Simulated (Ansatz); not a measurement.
Nudged elastic band, with input and output: HfNH4F3

- system: HfNH4F3
- method: RKS PBE-D4/def2-SVP (Ansatz 0.2.0)

It belongs to a series of runs on one base structure; here: band between the two ends. Figures and captions count atoms from 1; the log counts them from 0 in places.

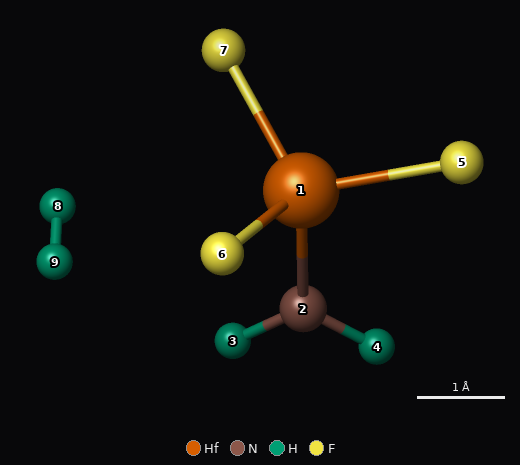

*The starting structure (ball-and-stick view, seen at a tilt; atoms are numbered from 1 in the order of the input). Sticks mark near contacts.*

Bond lengths as drawn: F–Hf 1.92 to 1.93 Å, Hf–N 2.03 Å, H–H 0.77 Å and H–N 1.03 Å.

Input file
```yaml
crystal:
  periodic: [false, false, false]
  atoms:
    - { symbol: Hf, position_ang: [0.170231, 0.013161, 0.191625] }
    - { symbol: "N", position_ang: [0.295564, -0.024607, 2.218378] }
    - { symbol: H, position_ang: [-0.484638, -0.069686, 2.882755] }
    - { symbol: H, position_ang: [1.172285, 0.006169, 2.751769] }
    - { symbol: F, position_ang: [1.991478, -0.014048, -0.413343] }
    - { symbol: F, position_ang: [-0.713568, 1.627377, -0.392295] }
    - { symbol: F, position_ang: [-0.812469, -1.523439, -0.44331] }
    - { symbol: H, position_ang: [-2.606782, -0.381888, 1.128773] }
    - { symbol: H, position_ang: [-2.608602, 0.378461, 1.250548] }
basis:
  gaussian: { orbitals: def2-SVP }
hamiltonian:
  xc: pbe
  dispersion: d4
neb:
  order_check: false
  images: 5
  f_tol: 0.03
  max_iterations: 60
  final_atoms:
    - { symbol: Hf, position_ang: [-0.40784615, 0.18786449, -0.09065997] }
    - { symbol: "N", position_ang: [-0.32320432, -0.26425239, 2.32062416] }
    - { symbol: H, position_ang: [-0.37079571, -1.26974824, 2.54000051] }
    - { symbol: H, position_ang: [0.53297627, 0.09827559, 2.76426465] }
    - { symbol: F, position_ang: [1.28965115, 1.01251315, 0.33681119] }
    - { symbol: F, position_ang: [-0.66379306, 0.66941953, -1.93578461] }
    - { symbol: F, position_ang: [-0.64517581, -1.732305, -0.11015709] }
    - { symbol: H, position_ang: [-1.89174937, 1.128994, 0.54617985] }
    - { symbol: H, position_ang: [-1.116564, 0.18073888, 2.80362131] }
  initial_path:
    images:
      - { positions_ang: [[0.170231, 0.013161, 0.191625], [0.295564, -0.024607, 2.218378], [-0.484638, -0.069686, 2.882755], [1.172285, 0.006169, 2.751769], [1.991478, -0.014048, -0.413343], [-0.713568, 1.627377, -0.392295], [-0.812469, -1.523439, -0.44331], [-2.606782, -0.381888, 1.128773], [-2.608602, 0.378461, 1.250548]] }
      - { positions_ang: [[0.10663789, 0.00578777, 0.12516084], [0.20721686, -0.01946749, 2.32949301], [-0.60364147, -0.13332529, 2.95490629], [1.08947004, 0.08482327, 2.85585475], [1.93850148, -0.02642739, -0.51028812], [-0.7854746, 1.62742062, -0.47783641], [-0.87580092, -1.54998042, -0.51145638], [-2.41993732, -0.24002929, 0.98941269], [-2.25347296, 0.26269821, 1.41965335]] }
      - { positions_ang: [[0.04304478, -0.00158546, 0.05869667], [0.11886971, -0.01432797, 2.44060802], [-0.72264495, -0.19696459, 3.02705757], [1.00665507, 0.16347754, 2.95994049], [1.88552496, -0.03880677, -0.60723324], [-0.8573812, 1.62746424, -0.56337783], [-0.93913283, -1.57652184, -0.57960275], [-2.23309263, -0.09817058, 0.85005237], [-1.89834391, 0.14693542, 1.5887587]] }
      - { positions_ang: [[-0.02054833, -0.00895869, -0.00776749], [0.03052257, -0.00918846, 2.55172303], [-0.84164842, -0.26060388, 3.09920886], [0.92384011, 0.24213181, 3.06402624], [1.83254844, -0.05118616, -0.70417837], [-0.9292878, 1.62750786, -0.64891924], [-1.00246475, -1.60306326, -0.64774913], [-2.04624795, 0.04368814, 0.71069206], [-1.54321487, 0.03117264, 1.75786405]] }
      - { positions_ang: [[-0.1496476, 0.05664904, -0.03539832], [-0.08738639, -0.09420977, 2.47469007], [-0.68469752, -0.59698533, 2.91280608], [0.79355216, 0.19417974, 2.96410571], [1.65158268, 0.30338028, -0.35718185], [-0.84078955, 1.30814508, -1.07787437], [-0.88336844, -1.64614384, -0.46855178], [-1.99474842, 0.40545676, 0.65585465], [-1.40099791, 0.08102805, 2.1064498]] }
      - { positions_ang: [[-0.27874688, 0.12225677, -0.06302914], [-0.20529536, -0.17923108, 2.39765711], [-0.52774661, -0.93336679, 2.72640329], [0.66326422, 0.14622766, 2.86418518], [1.47061691, 0.65794671, -0.01018533], [-0.75229131, 0.9887823, -1.50682949], [-0.76427212, -1.68922442, -0.28935443], [-1.9432489, 0.76722538, 0.60101725], [-1.25878095, 0.13088346, 2.45503556]] }
      - { positions_ang: [[-0.40784615, 0.18786449, -0.09065997], [-0.32320432, -0.26425239, 2.32062416], [-0.37079571, -1.26974824, 2.54000051], [0.53297627, 0.09827559, 2.76426465], [1.28965115, 1.01251315, 0.33681119], [-0.66379306, 0.66941953, -1.93578461], [-0.64517581, -1.732305, -0.11015709], [-1.89174937, 1.128994, 0.54617985], [-1.116564, 0.18073888, 2.80362131]] }
```

Hardware: 2 threads of Arm Neoverse V1, 24 GiB of memory available, shared host.

Run as:
```bash
ansatz run input.yaml --threads 2 --pin off --max-ram 3072MiB --backend cpu --events-out ev --progress --plain --runs-dir out
```

The program's output
```
Engine: ansatz 0.2.0, aarch64-unknown-linux-gnu
Functional definition: PBE
  parameter kappa = 0.804
  parameter beta = 0.06672455060314922
  exchange = pbe_x(kappa = kappa, mu = beta*pi^2/3)
  correlation = pbe_c(beta = beta)
1162 factors; their error is unknown
mean field evaluation 1: about -10989.5663 eV, gradient 8.7e1 eV
mean field evaluation 2: about -10890.9914 eV, gradient 2.3e2 eV
mean field evaluation 4: about -11003.0611 eV, gradient 1.4e1 eV
mean field evaluation 8: about -11003.4406 eV, gradient 2.0e-1 eV
mean field evaluation 16: about -11003.3505 eV, gradient 2.4e-3 eV
mean field -11003.35049043 eV, -404.3656721845 hartree, gradient 2.7e-5 eV, S^2 0.000000; 0 other end points of the search recorded, 0 dependent functions left out
the calculation of the forces begins
reference -11003.35056549 eV, -404.3656749427 hartree; 25, 25 occupied and 83, 83 virtual orbitals, 1162 factors
1162 factors; their error is unknown
mean field evaluation 32: about -11003.5060 eV, gradient 5.6e-3 eV
mean field -11003.50600659 eV, -404.3713872979 hartree, gradient 5.4e-5 eV, S^2 0.000000; 0 other end points of the search recorded, 0 dependent functions left out
[... from here on the field's lines of each further geometry are left out, up to the last ...]
NEB iter   1: max|band force component| = 8.726e0 eV/Å  barrier→ = 4.3064 eV  barrier← = 4.4639 eV  Δτ_max = 0.2000 Å  (204 SCF iters)
NEB iter   2: max|band force component| = 3.449e0 eV/Å  barrier→ = 2.2724 eV  barrier← = 2.4300 eV  Δτ_max = 0.2000 Å  (173 SCF iters)
NEB iter   3: max|band force component| = 2.515e0 eV/Å  barrier→ = 1.4514 eV  barrier← = 1.6089 eV  Δτ_max = 0.2000 Å  (171 SCF iters)
NEB iter   4: max|band force component| = 1.127e0 eV/Å  barrier→ = 0.9833 eV  barrier← = 1.1408 eV  Δτ_max = 0.2000 Å  (173 SCF iters)
NEB iter   5: max|band force component| = 6.676e-1 eV/Å  barrier→ = 0.8560 eV  barrier← = 1.0136 eV  Δτ_max = 0.1999 Å  (171 SCF iters)
NEB iter   6: max|band force component| = 8.848e-1 eV/Å  barrier→ = 0.7594 eV  barrier← = 0.9170 eV  Δτ_max = 0.0989 Å  (167 SCF iters)
NEB iter   7: max|band force component| = 9.445e-1 eV/Å  barrier→ = 0.6484 eV  barrier← = 0.8060 eV  Δτ_max = 0.0502 Å  (151 SCF iters)
NEB iter   8: max|band force component| = 5.627e-1 eV/Å  barrier→ = 0.5691 eV  barrier← = 0.7266 eV  Δτ_max = 0.0502 Å  (146 SCF iters)
NEB iter   9: max|band force component| = 7.609e-1 eV/Å  barrier→ = 0.5203 eV  barrier← = 0.6778 eV  CI = image 4  Δτ_max = 0.1005 Å  (146 SCF iters)
NEB iter  10: max|band force component| = 7.918e-1 eV/Å  barrier→ = 0.6954 eV  barrier← = 0.8529 eV  CI = image 4  Δτ_max = 0.2000 Å  (151 SCF iters)
NEB iter  11: max|band force component| = 1.205e0 eV/Å  barrier→ = 0.9716 eV  barrier← = 1.1292 eV  CI = image 4  Δτ_max = 0.0988 Å  (157 SCF iters)
NEB iter  12: max|band force component| = 6.003e-1 eV/Å  barrier→ = 0.8662 eV  barrier← = 1.0238 eV  CI = image 4  Δτ_max = 0.0627 Å  (147 SCF iters)
NEB iter  13: max|band force component| = 2.180e-1 eV/Å  barrier→ = 0.8462 eV  barrier← = 1.0038 eV  CI = image 4  Δτ_max = 0.0284 Å  (147 SCF iters)
NEB iter  14: max|band force component| = 1.511e-1 eV/Å  barrier→ = 0.8452 eV  barrier← = 1.0028 eV  CI = image 4  Δτ_max = 0.0585 Å  (148 SCF iters)
NEB iter  15: max|band force component| = 1.874e-1 eV/Å  barrier→ = 0.8441 eV  barrier← = 1.0016 eV  CI = image 4  Δτ_max = 0.0289 Å  (146 SCF iters)
NEB iter  16: max|band force component| = 3.562e-2 eV/Å  barrier→ = 0.8431 eV  barrier← = 1.0007 eV  CI = image 4  Δτ_max = 0.0344 Å  (147 SCF iters)
NEB iter  17: max|band force component| = 6.493e-2 eV/Å  barrier→ = 0.8421 eV  barrier← = 0.9997 eV  CI = image 4  Δτ_max = 0.0172 Å  (146 SCF iters)
NEB iter  18: max|band force component| = 6.684e-2 eV/Å  barrier→ = 0.8416 eV  barrier← = 0.9992 eV  CI = image 4  Δτ_max = 0.0086 Å  (149 SCF iters)
NEB iter  19: max|band force component| = 3.419e-2 eV/Å  barrier→ = 0.8413 eV  barrier← = 0.9989 eV  CI = image 4  Δτ_max = 0.0172 Å  (152 SCF iters)
NEB iter  20: max|band force component| = 3.273e-2 eV/Å  barrier→ = 0.8407 eV  barrier← = 0.9983 eV  CI = image 4  Δτ_max = 0.0345 Å  (147 SCF iters)
NEB iter  21: max|band force component| = 3.853e-2 eV/Å  barrier→ = 0.8395 eV  barrier← = 0.9971 eV  CI = image 4  Δτ_max = 0.0172 Å  (146 SCF iters)
NEB iter  22: max|band force component| = 2.071e-2 eV/Å  barrier→ = 0.8389 eV  barrier← = 0.9964 eV  CI = image 4  Δτ_max = 0.0172 Å  (148 SCF iters)
NEB iter  23: max|band force component| = 3.630e-2 eV/Å  barrier→ = 0.8383 eV  barrier← = 0.9958 eV  CI = image 4  Δτ_max = 0.0345 Å  (29 SCF iters)
NEB iter  24: max|band force component| = 2.730e-2 eV/Å  barrier→ = 0.8374 eV  barrier← = 0.9950 eV  CI = image 4  Δτ_max = 0.0244 Å  (147 SCF iters)
NEB iter  25: max|band force component| = 5.965e-2 eV/Å  barrier→ = 0.8366 eV  barrier← = 0.9942 eV  CI = image 4  Δτ_max = 0.0345 Å  (29 SCF iters)
NEB iter  26: max|band force component| = 3.845e-2 eV/Å  barrier→ = 0.8359 eV  barrier← = 0.9934 eV  CI = image 4  Δτ_max = 0.0345 Å  (145 SCF iters)
NEB iter  27: max|band force component| = 4.547e-2 eV/Å  barrier→ = 0.8351 eV  barrier← = 0.9927 eV  CI = image 4  Δτ_max = 0.0173 Å  (148 SCF iters)
NEB iter  28: max|band force component| = 4.219e-2 eV/Å  barrier→ = 0.8347 eV  barrier← = 0.9922 eV  CI = image 4  Δτ_max = 0.0173 Å  (149 SCF iters)
NEB iter  29: max|band force component| = 3.154e-2 eV/Å  barrier→ = 0.8341 eV  barrier← = 0.9917 eV  CI = image 4  Δτ_max = 0.0173 Å  (148 SCF iters)
NEB iter  30: max|band force component| = 3.320e-2 eV/Å  barrier→ = 0.8336 eV  barrier← = 0.9912 eV  CI = image 4  Δτ_max = 0.0173 Å  (149 SCF iters)
NEB iter  31: max|band force component| = 3.200e-2 eV/Å  barrier→ = 0.8332 eV  barrier← = 0.9907 eV  CI = image 4  Δτ_max = 0.0346 Å  (149 SCF iters)
the calculation of the forces begins
reference -11003.31476158 eV, -404.3643591736 hartree; 25, 25 occupied and 83, 83 virtual orbitals, 1162 factors
1162 factors; their error is unknown
mean field evaluation 1312: about -11002.5172 eV, gradient 3.5e-1 eV
mean field -11002.51737663 eV, -404.3350558170 hartree, gradient 7.5e-6 eV, S^2 0.000000; 1 other end points of the search recorded, 0 dependent functions left out
the calculation of the forces begins
reference -11002.51745326 eV, -404.3350586333 hartree; 25, 25 occupied and 83, 83 virtual orbitals, 1162 factors
NEB iter  32: max|band force component| = 2.706e-2 eV/Å  barrier→ = 0.8324 eV  barrier← = 0.9899 eV  CI = image 4  Δτ_max = 0.0000 Å  (394 SCF iters)
```

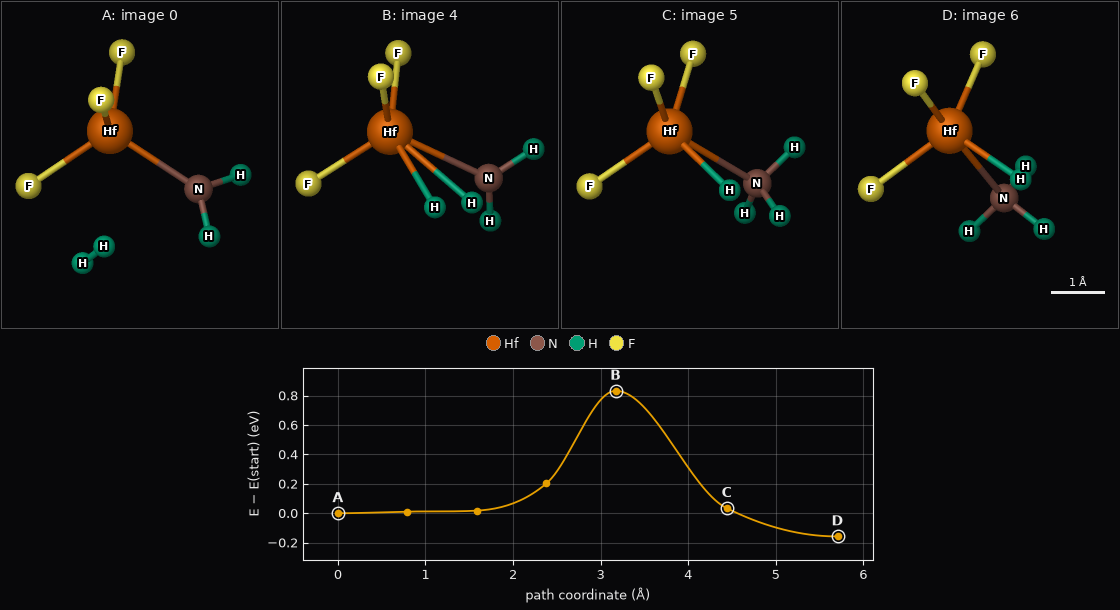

*Images of the last band (counted from 0; ball-and-stick, seen at a tilt) above the energy along the path; the line is a cubic interpolation that uses the forces.*

The highest image is number 4, 0.832 eV above the start and 0.990 eV above the end (the climbing image); the end lies 0.158 eV below the start. The path is 5.71 Å long. The band converged in 32 iterations.

```
Total energy: -11002.65542027 eV, -404.3401288271 hartree
Atom 0 at    -0.285239    -0.071011     0.077933 Å, force     0.000836     0.008338    -0.003378 eV/Å
Atom 1 at    -0.152546    -0.074068     2.271536 Å, force    -0.013621    -0.009197    -0.011928 eV/Å
Atom 2 at    -0.281841    -0.923450     2.836820 Å, force     0.011723     0.000004     0.002412 eV/Å
Atom 3 at     0.446965     0.579420     2.792926 Å, force    -0.008191     0.005581     0.000304 eV/Å
Atom 4 at     1.630939     0.044295    -0.111947 Å, force     0.002863    -0.008260    -0.003775 eV/Å
Atom 5 at    -0.679299     1.479773    -0.986406 Å, force     0.002016    -0.000649     0.006481 eV/Å
Atom 6 at    -0.818180    -1.762113    -0.651519 Å, force     0.002049    -0.000907     0.000273 eV/Å
Atom 7 at    -2.078740     0.420485     1.083407 Å, force     0.003457    -0.005370     0.001015 eV/Å
Atom 8 at    -1.378560     0.318170     1.862149 Å, force    -0.001132     0.010461     0.008596 eV/Å
Dipole moment:     0.008324    -0.104906     0.790566 e Å
this run last wrote the band of iteration 32 to [file]; this run last wrote the band within `neb.f_tol` of iteration 24 to [file]
```

The last band as extended XYZ (Å, eV, eV/Å)
```
9
Properties=species:S:1:pos:R:3:forces:R:3 image=0 energy=-11003.48773
Hf    0.1702    0.0132    0.1916    0.0006   0.0053  -0.0012
N     0.2956   -0.0246    2.2184   -0.0006  -0.0001  -0.0044
H    -0.4846   -0.0697    2.8828    0.0003   0.0007   0.0040
H     1.1723    0.0062    2.7518   -0.0002  -0.0023   0.0023
F     1.9915   -0.0140   -0.4133    0.0009  -0.0010  -0.0005
F    -0.7136    1.6274   -0.3923   -0.0011  -0.0024  -0.0004
F    -0.8125   -1.5234   -0.4433    0.0007  -0.0002   0.0002
H    -2.6068   -0.3819    1.1288   -0.0014   0.0156   0.0038
H    -2.6086    0.3785    1.2505    0.0008  -0.0158  -0.0038
9
Properties=species:S:1:pos:R:3:forces:R:3 image=1 energy=-11003.47666
Hf    0.1480   -0.0347    0.2024    0.0033   0.0023   0.0007
N     0.3105   -0.0538    2.2269    0.0008  -0.0004   0.0005
H    -0.2951   -0.5567    2.8855   -0.0033   0.0052   0.0012
H     1.0258    0.4454    2.7685    0.0080  -0.0044  -0.0010
F     1.9463   -0.0831   -0.4710    0.0005   0.0002   0.0002
F    -0.5658    1.6583   -0.3895    0.0002   0.0003   0.0013
F    -0.8930   -1.5509   -0.3804   -0.0027   0.0020   0.0008
H    -2.7340   -0.2099    0.9507   -0.0007  -0.0081   0.0004
H    -2.5393    0.3970    1.3818   -0.0061   0.0030  -0.0040
9
Properties=species:S:1:pos:R:3:forces:R:3 image=2 energy=-11003.46993
Hf    0.0847   -0.0716    0.1811    0.0172   0.0016   0.0065
N     0.2248   -0.0921    2.2125    0.0035   0.0008   0.0009
H    -0.1041   -0.8450    2.8288    0.0177   0.0010  -0.0010
H     0.6773    0.6210    2.7964    0.0039   0.0059  -0.0037
F     1.8819   -0.1581   -0.4934    0.0049  -0.0120  -0.0084
F    -0.5383    1.6446   -0.4414    0.0083   0.0087   0.0160
F    -0.8764   -1.6335   -0.4107   -0.0078   0.0038   0.0063
H    -2.7120    0.2477    0.9482   -0.0235  -0.0065  -0.0066
H    -2.2345    0.2986    1.5534   -0.0241  -0.0032  -0.0100
9
Properties=species:S:1:pos:R:3:forces:R:3 image=3 energy=-11003.28518
Hf   -0.0845   -0.0952    0.1676    0.1439  -0.0270   0.0542
N     0.0946   -0.1471    2.2206    0.1606  -0.0348  -0.0197
H    -0.2669   -0.8892    2.8330    0.0101   0.0274  -0.0041
H     0.6159    0.5152    2.8056    0.0594   0.0113   0.0088
F     1.7565   -0.0706   -0.3530    0.0944  -0.0650  -0.1531
F    -0.6650    1.5274   -0.7122    0.0141   0.0343   0.1890
F    -0.9033   -1.7010   -0.5138    0.0011   0.0233   0.0972
H    -2.3430    0.4676    1.0776   -0.1845  -0.0077  -0.0223
H    -1.8007    0.4044    1.6494   -0.2992   0.0381  -0.1500
9
Properties=species:S:1:pos:R:3:forces:R:3 image=4 energy=-11002.65534
Hf   -0.2852   -0.0710    0.0779    0.0008   0.0083  -0.0034
N    -0.1525   -0.0741    2.2715   -0.0136  -0.0092  -0.0119
H    -0.2818   -0.9234    2.8368    0.0117   0.0000   0.0024
H     0.4470    0.5794    2.7929   -0.0082   0.0056   0.0003
F     1.6309    0.0443   -0.1119    0.0029  -0.0083  -0.0038
F    -0.6793    1.4798   -0.9864    0.0020  -0.0006   0.0065
F    -0.8182   -1.7621   -0.6515    0.0020  -0.0009   0.0003
H    -2.0787    0.4205    1.0834    0.0035  -0.0054   0.0010
H    -1.3786    0.3182    1.8621   -0.0011   0.0105   0.0086
9
Properties=species:S:1:pos:R:3:forces:R:3 image=5 energy=-11003.45295
Hf   -0.4092    0.0158   -0.0792   -0.0293   0.0208  -0.0511
N    -0.2776   -0.1636    2.3155   -0.0371  -0.0265   0.0277
H    -0.1558   -1.0643    2.7998    0.0404  -0.0497  -0.0273
H     0.4156    0.4883    2.7128   -0.0048  -0.0426  -0.0278
F     1.4701    0.3985    0.2471   -0.0509   0.0964   0.0949
F    -0.6612    1.1837   -1.5808    0.0074  -0.0663  -0.1546
F    -0.8170   -1.8148   -0.5115   -0.0142   0.0003   0.0261
H    -1.9441    0.7688    0.7345    0.0445   0.1024  -0.0740
H    -1.2173    0.1990    2.5368    0.0440  -0.0348   0.1860
9
Properties=species:S:1:pos:R:3:forces:R:3 image=6 energy=-11003.64529
Hf   -0.4078    0.1879   -0.0907    0.0123  -0.0065  -0.0017
N    -0.3232   -0.2643    2.3206   -0.0074   0.0046  -0.0067
H    -0.3708   -1.2697    2.5400    0.0027  -0.0055   0.0005
H     0.5330    0.0983    2.7643    0.0061   0.0013   0.0012
F     1.2897    1.0125    0.3368   -0.0143  -0.0109  -0.0014
F    -0.6638    0.6694   -1.9358   -0.0027   0.0007   0.0065
F    -0.6452   -1.7323   -0.1102    0.0048   0.0148   0.0030
H    -1.8917    1.1290    0.5462    0.0006   0.0014  -0.0034
H    -1.1166    0.1807    2.8036   -0.0022   0.0001   0.0020
```

Results in brief

| quantity | value |
| --- | --- |
| outcome | converged |
| barrier, forward | 0.832 eV |
| barrier, backward | 0.990 eV |
| wall time | 6.5 min (CPU time 13 min) |
| peak memory | 0.21 GiB |

The order of the saddle point was not checked.
